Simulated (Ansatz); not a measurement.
# HCl (hydrogen chloride): levels of theory compared

Wanted: a comparison of 6 runs (SVWN5/3-21G, wB97X/3-21G, UB3LYP/6-31G*, r2SCAN/6-31G*, wB97X/6-31G*, CCSDTQ/6-31G*) of HCl (hydrogen chloride). 

Program for the calculation: Ansatz 0.2.0.

56 further runs of the same task are left out: 2 that didn't finish, 54 set aside as unsound or not needed.

## (1) The molecule

HCl: 2 atoms, total charge 0, spin state singlet. SMILES: `Cl`. The H2–Cl1 distance was set to 3.197 Å, away from the relaxed value.

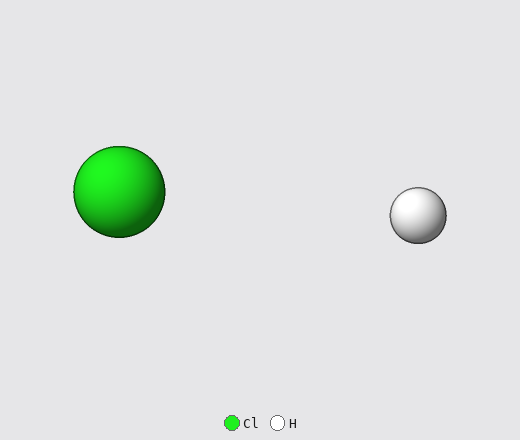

Viewed from a chosen angle; chlorine green, hydrogen white.

## (2) A single-point energy at SVWN5/3-21G (run 1)

Input file input.yaml:

```yaml
crystal:
  periodic: [false, false, false]
  atoms:
    - {symbol: Cl, position_ang: [2.184018, -0.714006, 1.123209]}
    - {symbol: H, position_ang: [-0.546000, 0.178500, -0.280800]}
basis:
  gaussian:
    orbitals: 3-21G.json
hamiltonian:
  xc: {name: SVWN5}
accuracy: high
```

The basis set 3-21G is read from a file made from the Basis Set Exchange's data (not shown).

Started as:

```
$ ansatz run input.yaml --threads 1 --pin off --max-ram 2610MiB --events-out events.jsonl --progress --plain --runs-dir runs
```

Standard output:

```text
Warning: RAYON_NUM_THREADS=1 ignored (pool sized by the plan → 1); use --threads N
Functional definition: SVWN5
  name "SVWN5"
  exchange = slater_x
  correlation = vwn5_c
248 factors; integrals over basis functions are off by at most 4.4e-9 eV
mean field evaluation 1: about -12426.6215 eV, gradient 2.5e1 eV
mean field evaluation 2: about -12409.2012 eV, gradient 6.3e1 eV
mean field evaluation 4: about -12428.5624 eV, gradient 1.7e1 eV
mean field evaluation 8: about -12431.6958 eV, gradient 1.5e1 eV
mean field evaluation 16: about -12432.6950 eV, gradient 3.1e-9 eV
mean field -12432.69499007 eV, -456.8931137017 hartree, gradient 5.4e-9 eV, S^2 0.000000; 1 other end points of the search recorded, 0 dependent functions left out
reference -12432.69499174 eV, -456.8931137630 hartree; 9, 9 occupied and 6, 6 virtual orbitals, 248 factors
Total energy: -12432.69499174 eV, -456.8931137630 hartree
```

Run time: 0.28 s. Hardware: 1 thread of Arm Neoverse V2, shared host.

## (3) The energy at wB97X/3-21G (run 2)

Input file input.yaml:

```yaml
basis:
  gaussian:
    orbitals: 3-21G.json
crystal:
  periodic: [false, false, false]
  atoms:
    - symbol: Cl
      position_ang: [2.184018, -0.714006, 1.123209]
    - symbol: H
      position_ang: [-0.546000, 0.178500, -0.280800]
hamiltonian:
  xc: {name: wB97X}
accuracy: high
```

The basis set 3-21G is read from a file made from the Basis Set Exchange's data (not shown).

Started as:

```
$ ansatz run input.yaml --threads 1 --pin off --max-ram 2610MiB --events-out events.jsonl --progress --plain --runs-dir runs
```

Standard output, cut to the lines that bear on the results:

```text
Warning: RAYON_NUM_THREADS=1 ignored (pool sized by the plan → 1); use --threads N
Functional definition: wB97X
  name "wB97X"
[...]
      + exact_x_lr(omega)
[...]
      + integral(e_c_pw_opposite_spin*poly(b97_u_opposite, 1, cos1, cos2, cos3, cos4))
248 factors; integrals over basis functions are off by at most 4.4e-9 eV
107 factors; integrals over basis functions are off by at most 7.2e-10 eV
[...]
mean field -12472.25830916 eV, -458.3470388614 hartree, gradient 1.4e-8 eV, S^2 0.000000; 1 other end points of the search recorded, 0 dependent functions left out
reference -12472.25830768 eV, -458.3470388070 hartree; 9, 9 occupied and 6, 6 virtual orbitals, 248 factors
Total energy: -12472.25830768 eV, -458.3470388070 hartree
```

It took 1.6 s on 1 thread of Arm Neoverse V2, shared host; peak memory 0.13 GiB.

## (4) The energy at UB3LYP/6-31G(d) (spherical functions) (run 3)

Input file job.yaml:

```yaml
crystal:
  periodic: [false, false, false]
  atoms:
    - symbol: Cl
      position_ang: [2.184018, -0.714006, 1.123209]
    - symbol: H
      position_ang: [-0.546000, 0.178500, -0.280800]
basis:
  gaussian: {orbitals: 6-31G_st_-spherical.json}
magnetization: {spin_polarized: true}
hamiltonian: {xc: {name: B3LYP}}
accuracy: high
```

The basis set 6-31G* is read from a file made from the Basis Set Exchange's data (not shown).

Started as:

```
$ ansatz run job.yaml --threads 1 --pin off --max-ram 2610MiB --events-out events.jsonl --progress --plain --runs-dir runs
```

Standard output:

```text
Warning: RAYON_NUM_THREADS=1 ignored (pool sized by the plan → 1); use --threads N
Functional definition: B3LYP
  name "B3LYP"
  parameter a0 = 0.2
  parameter ax = 0.72
  parameter ac = 0.81
  exchange = (1 - a0 - ax)*slater_x + ax*b88_x + a0*exact_x
  correlation = (1 - ac)*vwn_rpa_c + ac*lyp_c
309 factors; integrals over basis functions are off by at most 3.1e-9 eV
mean field evaluation 1: about -12527.4225 eV, gradient 1.6e1 eV
mean field evaluation 2: about -12511.6615 eV, gradient 4.1e1 eV
mean field evaluation 4: about -12525.8664 eV, gradient 2.1e1 eV
mean field evaluation 8: about -12533.2885 eV, gradient 7.3e-3 eV
mean field evaluation 16: about -12534.5691 eV, gradient 1.6e-1 eV
mean field evaluation 32: about -12534.5695 eV, gradient 2.0e-3 eV
mean field evaluation 64: about -12534.5695 eV, gradient 3.9e-8 eV
mean field -12534.56948940 eV, -460.6369324989 hartree, gradient 3.9e-8 eV, S^2 0.926569; 3 other end points of the search recorded, 0 dependent functions left out
reference -12534.56951881 eV, -460.6369335800 hartree; 9, 9 occupied and 11, 11 virtual orbitals, 309 factors
Total energy: -12534.56951881 eV, -460.6369335800 hartree
```

It took 2 s on 1 thread of Arm Neoverse V2, shared host.

Runs 4 to 5 aren't shown in full; the table further down has their settings and results.

## (5) The energy at CCSDTQ/6-31G(d) (spherical functions) (run 6)

Input file in.yaml:

```yaml
crystal:
  periodic: [false, false, false]
  atoms:
    - {symbol: Cl, position_ang: [2.184018, -0.714006, 1.123209]}
    - {symbol: H, position_ang: [-0.546000, 0.178500, -0.280800]}
basis:
  gaussian:
    orbitals: 6-31G_st_-spherical.json
accuracy: high
scf:
  omitted_lower_state_checks: [cluster_reference, increment]
correlation:
  method: ccsdtq
  frozen_orbitals: {Cl: 5, H: 0}
```

The basis set 6-31G* is read from a file made from the Basis Set Exchange's data (not shown).

Started as:

```
$ ansatz run in.yaml --threads 1 --pin off --max-ram 2610MiB --events-out events.jsonl --progress --plain --runs-dir runs
```

Standard output, cut to the lines that bear on the results:

```text
Warning: RAYON_NUM_THREADS=1 ignored (pool sized by the plan → 1); use --threads N
Functional definition: HF
  name "HF"
[...]
309 factors; integrals over basis functions are off by at most 3.1e-9 eV
[...]
mean field -12511.69449449 eV, -459.7962919414 hartree, gradient 1.0e-8 eV, S^2 0.000000; 3 other end points of the search recorded, 0 dependent functions left out; unrestricted orbitals would lower it
5 core orbitals not correlated: weight in the atoms' cores, before any rotation towards them, 1.000 or more for the frozen orbitals, at most 0.000 for the correlated occupied ones
reference -12511.69449449 eV, -459.7962919414 hartree; 4, 4 occupied and 11, 11 virtual orbitals, 309 factors
second order -5.46693258 eV of doubles, -0.00000000 eV of singles
cycle   1  -4.88868476 eV  change    -1.2e0 eV  update   1.4e-1
[...]
cycle  29  -7.39967254 eV  change  -3.4e-10 eV  update  7.4e-11
WARN: these amplitudes may be one of several solutions (largest doubles amplitude 0.85, level shift 8.17 eV)
Total energy: -12519.09416703 eV, -460.0682248914 hartree
Checks for a lower state left out: cluster_reference, increment
```

Run time: 3.6 s. Hardware: 1 thread of Arm Neoverse V2, shared host; peak memory 0.13 GiB.

## (6) The series

```tsv
run	level	frozen core orbitals	energy (Eh)	wall time
1	SVWN5/3-21G	–	-456.893114	0.28 s
2	wB97X/3-21G	–	-458.347039	1.6 s
3	UB3LYP/6-31G* (spherical functions)	–	-460.636934	2 s
4	r2SCAN/6-31G* (spherical functions)	–	-460.542392	1.3 s
5	wB97X/6-31G* (spherical functions)	–	-460.535371	1.7 s
6	CCSDTQ/6-31G* (spherical functions)	5	-460.068225	3.6 s
```

## (7) Outcome

| quantity | value |
| --- | --- |
| run 6: total energy | -460.06822 Eh |
| run 6: correlation energy (5 core orbitals frozen) | -271.9 mEh |
| run 6: T1 diagnostic | 0.082 |

What this shows: Totals of different functionals can't be ranked against each other. In run 6 the log says that unrestricted orbitals would lower the reference, so the values rest on an unstable closed-shell determinant (other closed-shell runs at this shape may share the fault). In runs 1, 2, 4, 5 a closed-shell determinant meets a far-stretched bond, which it describes badly. Spin contamination of the reference: run 3 ⟨S²⟩ = 0.93. Where it is this large, the reference is a mixture of spin states, and values that rest on it are in doubt. All runs together took 10 s, the longest 3.6 s.
